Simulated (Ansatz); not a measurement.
# BaTiO3 under a change: x(Ca) = 0.5, 10 atoms, P4mm (arrangement A)

The reference is BaTiO3 (space group P4mm, No. 99; a = 3.973 Å, c = 4.112 Å).

The other end (x = 1) is BaCaO₃ (space group P4mm, No. 99; ferromagnetic; a hypothetical phase, not in the database extracts checked): 17.83 Å³/atom, gap zero; this end may not be an ambient phase.

The change: Ca replaces 50.0 % of the Ti, ordered in a cell of 10 atoms (starting symmetry P4mm) and fully relaxed.

The values are results of r2SCAN (Ansatz, a program for electronic structure, PAW, no SOC), earlier PAW set, not measurements. Γ-centred 11×11×6 mesh, Fermi–Dirac width 0.05 eV, for the changed cell.

```tsv
quantity	base	changed	shift
volume per atom	12.98 Å³	14.78 Å³	+1.80 Å³
density	5.97 g/cm³	5.15 g/cm³	-0.813 g/cm³
space group	P4mm (No. 99)	P4/mmm (No. 123)	–
shortest interatomic distance	182.2 pm	187.0 pm	+4.8 pm
band gap	2.23 eV	zero	–
magnetic state	not spin-polarised	ferromagnetic	–
largest site moment	0.00 μB	0.57 μB	+0.57 μB
mixing energy (to 0.01 eV only: unlike meshes or grids) (against an end that may be hypothetical)	–	+0.01 eV/atom	–
deviation of the volume from the linear (Vegard-type) interpolation	–	-4.1 %	–
```

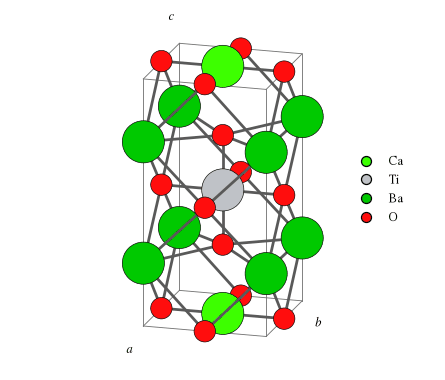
Figure. The relaxed conventional cell after the change

Other magnetic orders, which the real material may have, were not ruled out. Each cell is one ordered arrangement of few atoms, which overstates ordering effects compared with a random alloy. Stability against distortions was not tested. No Hubbard U is applied, and correlation can decide whether such a compound is a metal. Spin-polarised in the final run: Ba2CaTiO6 and BaCaO3; the other runs are not.
